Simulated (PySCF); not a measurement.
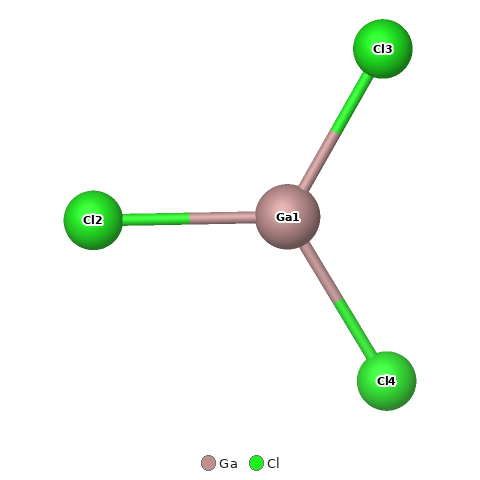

Geometry used (GaCl₃, singlet).

Unscaled harmonic wavenumbers and double-harmonic intensities, PBE0/def2-TZVP with PySCF 2.14.0, isolated molecule. The structure is the lowest point that the starts tried gave, with the shape that electron-pair counting expects. Degenerate modes count as one line, with their intensities summed.

Question: Which lines are the most intense, and is the structure a minimum?

Answer: The most intense lines (point group D3h) lie at 472.9 cm⁻¹ (182.7 km/mol, e'), 123.9 cm⁻¹ (15.3 km/mol, e') and 140.1 cm⁻¹ (12.9 km/mol, a2''). It has no imaginary mode, so it is a minimum.

```
 cm⁻¹  km/mol  symmetry
123.9    15.3   e' (×2)
140.1    12.9      a2''
382.9     0.0       a1'
472.9   182.7   e' (×2)
```

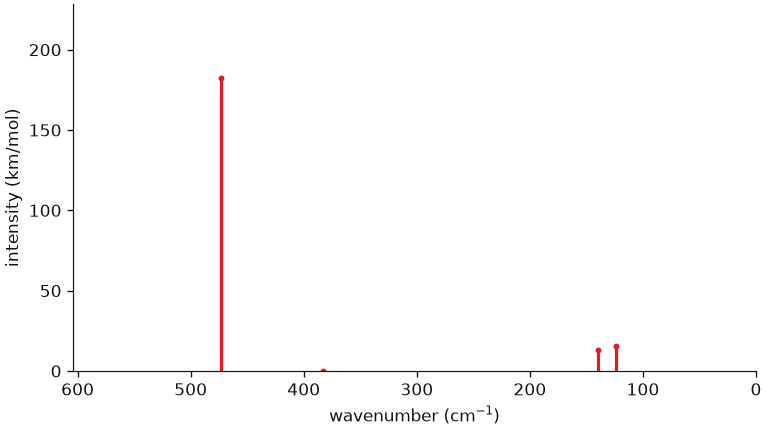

Known limits of this run: no scalar relativity.
